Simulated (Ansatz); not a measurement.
Phonon calculation, with input and output: SiNH6O

System: SiNH6O, multiplicity 2.
Method: UKS PBE0-D4/def2-SVP (Ansatz 0.2.0).

Figures and captions count atoms from 1; the log counts them from 0 in places.

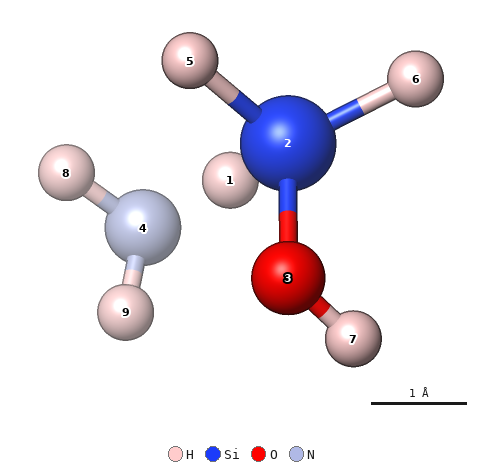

**Figure 1.** The input geometry (ball-and-stick view, seen at a tilt; atoms are numbered from 1 in the order of the input). Bond lengths as drawn: H–N 1.03 Å, H–O 0.96 Å, H–Si 1.49 to 1.50 Å and O–Si 1.67 Å.

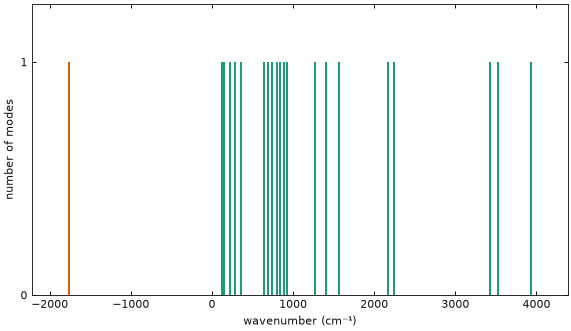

**Figure 2.** Harmonic vibrational wavenumbers from the force constants; neighbouring modes closer than 26 cm⁻¹ are counted in one stick, and imaginary ones are drawn at negative wavenumbers. 21 modes from 1765i to 3929 cm⁻¹, 1 imaginary beyond 8i (1765i cm⁻¹): a first-order saddle point, if the geometry is stationary.

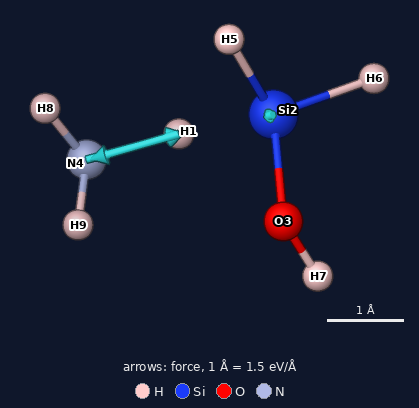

**Figure 3.** Forces on the atoms as teal arrows (ball-and-stick view, seen at a tilt; atoms are numbered from 1 in the order of the input); the smallest are left out. The largest act on N4 (2.16 eV/Å); H1 (1.91 eV/Å). The geometry is not a stationary point of this energy.

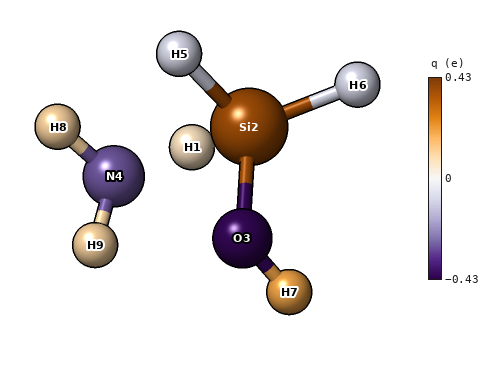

**Figure 4.** Mulliken charges, as the colour of each atom (ball-and-stick view, seen at a tilt; atoms are numbered from 1 in the order of the input). By element: H −0.08 to +0.20, Si +0.37, O −0.41 and N −0.29 e.

These pictures come from the run below.

**Input file**
```yaml
crystal:
  periodic: [false, false, false]
  atoms:
    - {symbol: H, position_ang: [-0.568501, -0.345524, 0.788096]}
    - {symbol: Si, position_ang: [0.200058, 1.055923, -0.187882]}
    - {symbol: O, position_ang: [0.381961, 0.555750, -1.771511]}
    - {symbol: N, position_ang: [-0.571691, -1.616372, 1.211977]}
    - {symbol: H, position_ang: [1.581664, 1.235336, 0.344235]}
    - {symbol: H, position_ang: [-0.568403, 2.343885, -0.089800]}
    - {symbol: H, position_ang: [-0.423374, 0.486489, -2.292996]}
    - {symbol: H, position_ang: [0.343190, -1.633696, 1.683105]}
    - {symbol: H, position_ang: [-0.374904, -2.081890, 0.314777]}
basis:
  gaussian: {orbitals: def2-SVP}
magnetization: {spin_polarized: true, initial_magnetization: 1}
hamiltonian: {xc: pbe0, dispersion: d4}
phonons: {}
scf: {lower_state_search: off}
```

Launch command:
```bash
ansatz run in.yaml --threads 4 --pin off --events-out ev --progress --plain --max-ram 9574MiB
```

**Log**
```
Functional definition: PBE0
  name "PBE0"
  cite "Adamo & Barone, J. Chem. Phys. 110, 6158 (1999) doi:10.1063/1.478522"
  cite "Perdew, Burke & Ernzerhof, Phys. Rev. Lett. 77, 3865 (1996) doi:10.1103/PhysRevLett.77.3865"
  parent pbe
  parameter a = 0.25
  parameter kappa = 0.804
  parameter beta = 0.06672455060314922
  exchange = (1 - a)*pbe_x(kappa = kappa, mu = beta*pi^2/3) + a*exact_x
  correlation = pbe_c(beta = beta)
these checks for a lower state are left out or cut short: stability, starts, cluster_reference, orbital_swaps, neighbouring_geometries, increment
808 factors; integrals over basis functions are off by at most 3.1e-4 eV
mean field evaluation 1: about -11490.3383 eV, gradient 4.4e1 eV
mean field evaluation 2: about -11471.7681 eV, gradient 7.5e1 eV
mean field evaluation 4: about -11498.0248 eV, gradient 5.5e0 eV
mean field evaluation 8: about -11498.1721 eV, gradient 1.1e-1 eV
mean field evaluation 16: about -11498.1723 eV, gradient 1.2e-4 eV
mean field -11498.17227650 eV, -422.5500374201 hartree, gradient 1.8e-6 eV, S^2 0.759748; 0 other end points of the search recorded, 0 dependent functions left out
the calculation of the forces begins
reference -11498.17230204 eV, -422.5500383588 hartree; 18, 17 occupied and 58, 59 virtual orbitals, 808 factors
these checks for a lower state are left out or cut short: stability, starts, cluster_reference, orbital_swaps, neighbouring_geometries, increment
808 factors; integrals over basis functions are off by at most 3.1e-4 eV
mean field -11498.17260241 eV, -422.5500493974 hartree, gradient 2.9e-6 eV, S^2 0.759746; 0 other end points of the search recorded, 0 dependent functions left out
[... from here on the field's lines of each further geometry are left out, up to the last ...]
the calculation of the forces begins
reference -11498.17230009 eV, -422.5500382874 hartree; 18, 17 occupied and 58, 59 virtual orbitals, 808 factors
these checks for a lower state are left out or cut short: stability, starts, cluster_reference, orbital_swaps, neighbouring_geometries, increment
808 factors; integrals over basis functions are off by at most 3.1e-4 eV
mean field -11498.17207216 eV, -422.5500299110 hartree, gradient 3.0e-6 eV, S^2 0.759752; 0 other end points of the search recorded, 0 dependent functions left out
the calculation of the forces begins
reference -11498.17209770 eV, -422.5500308496 hartree; 18, 17 occupied and 58, 59 virtual orbitals, 808 factors
WARN: phonons: modes at or below zero, which the zero-point energy, F, S and C_V leave out: 1, the lowest at -1765.31 cm⁻¹. A minimum has none, and a first-order saddle one
Total energy: -11498.27346861 eV, -422.5537561619 hartree
Atom 0 at    -0.568501    -0.345524     0.788096 Å, force     0.132042    -1.834622     0.517236 eV/Å
Atom 1 at     0.200058     1.055923    -0.187882 Å, force    -0.128730    -0.241377     0.144355 eV/Å
Atom 2 at     0.381961     0.555750    -1.771511 Å, force    -0.001986     0.006674     0.039069 eV/Å
Atom 3 at    -0.571691    -1.616372     1.211977 Å, force     0.038405     2.041731    -0.714250 eV/Å
Atom 4 at     1.581664     1.235336     0.344235 Å, force    -0.001785     0.002167    -0.003513 eV/Å
Atom 5 at    -0.568403     2.343885    -0.089800 Å, force     0.003732    -0.007670    -0.004409 eV/Å
Atom 6 at    -0.423374     0.486489    -2.292996 Å, force    -0.003140     0.002227    -0.003489 eV/Å
Atom 7 at     0.343190    -1.633696     1.683105 Å, force    -0.025727     0.005163    -0.013800 eV/Å
Atom 8 at    -0.374904    -2.081890     0.314777 Å, force    -0.012811     0.025709     0.038802 eV/Å
Dipole moment:     0.015617     0.074460    -0.241468 e Å
Vibrations: -1765.31 132.48 154.41 226.70 290.06 356.56 640.46 684.83 739.57 803.14 840.10 891.35 928.26 1267.57 1404.63 1561.29 2169.42 2243.58 3427.72 3525.15 3928.52 cm⁻¹, zero-point energy 1.625173 eV
Checks for a lower state left out: stability, starts, cluster_reference, orbital_swaps, neighbouring_geometries, increment
```

**Summary**

```tsv
quantity	value
outcome	converged
total energy	−11498.2735 eV
mean-field energy	−11498.1723 eV
dispersion energy	−0.1012 eV
⟨S²⟩	0.760
largest force (length of the vector)	2.163 eV/Å
dipole moment	1.22 D
hardware	4 threads of Arm Neoverse V1, 23 GiB of memory available, shared host
wall time	33 s (CPU time 2 min)
peak memory	0.15 GiB
```
